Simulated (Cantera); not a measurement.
Input: 1 mol BCl₃, a varied amount of H₂O, 15 mol H₂, equilibrated at 1623.15 K and 1.00 bar.

Method: chemical equilibrium by Gibbs-energy minimisation in Cantera with the NASA 1993 tables (ideal gas, pure condensed phases). Candidate condensed phases: B, B₂O₃, B₃O₃H₃, H₂O; 33 gas species. The tables' values for BOCl, BCl₂, BCl, BH₂ are old estimates; treat these amounts as uncertain. Gases not in the tables: H₃BO₃, BHCl₂. Rates play no part.

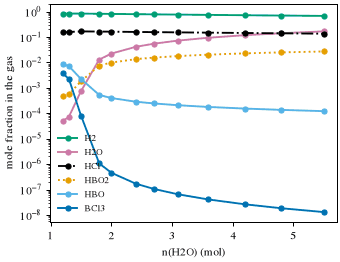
Figure: Equilibrium gas composition (values under 1e-9 drawn at 1e-9)

From 1.2 mol H₂O to 5.5 mol H₂O the condensed part is B₂O₃(l). The share of B in condensed phases is highest at 1.5 mol H₂O (90.3 %) and lowest at 5.5 mol H₂O (37.1 %).
